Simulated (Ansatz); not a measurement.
Calculation: PBE (plane waves to 420 eV, PAW; Ansatz, a program for electronic structure).

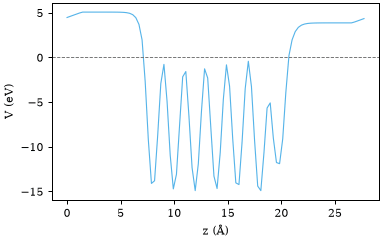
Figure: Plane-averaged electrostatic potential energy along the normal, in eV from the Fermi level, for a constructed model of the (100) surface of fcc Pd, a pseudomorphic layer of Cr in the host's stacking (bottom of the slab: a bare face, its two planes held)

Model: 7-atom slab, 12.0 Å thick at the start, 13x13x1 mesh, Fermi-Dirac 0.1 eV, dipole correction, 2 atoms held, the rest relaxed; start symmetry kept, larger cells not searched; spin-polarised, ending with about 4.2 μB a cell; orders that need a larger cell were not tried, no spin-orbit, no U. It is one candidate, not shown to be the stable structure of the face.

Question: The surface cell has an area of 7.78 Å². What dipole along the normal does the step between the two vacuum levels imply?

Answer: the top vacuum level lies 1.21 eV below the bottom one; p = −ε₀ A ΔV (ε₀ = 0.005526 e/(V·Å)) gives 0.05 e·Å a cell.
